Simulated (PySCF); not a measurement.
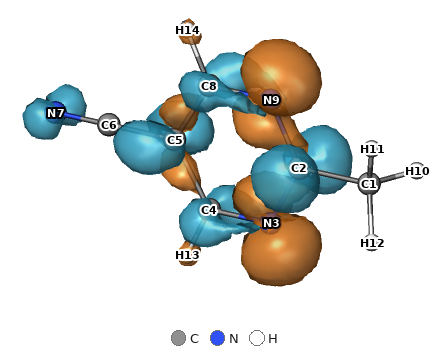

*C6H5N3, SMILES `Cc1ncc(C#N)cn1`. Unrelaxed difference density of S₁ less the ground state (TDA singlet states), ±0.04 e/Å³; light blue: gain, orange: loss.*

Method: CAM-B3LYP/cc-pVDZ; geometry: GFN2-xTB; program: PySCF. No frequency check shows the geometry to be a minimum. Without diffuse functions Rydberg states are missing, so the states' numbers hold for this basis only.

### How does the charge move on excitation?

0.81 e is displaced in all, of which about 0.5 e passes between atoms: N3 and N9 (0.26 e each) lose electrons and C2 (0.17 e) and C5 (0.11 e) gain them. The state: 4.38 eV (283 nm), f = 0.000 (dark); the leading pair carries 99 %; hole on N3 and N9 (34 % each), C2 (7 %) and C4, C5 and C8 (6 % each), electron on C2 (24 %), C5 (16 %) and C4 and C8 (11 % each); their centroids lie 0.6 Å apart.

The PySCF run took 19 min on 1 thread of Arm Neoverse N1 (shared host), peak memory 0.86 GiB.
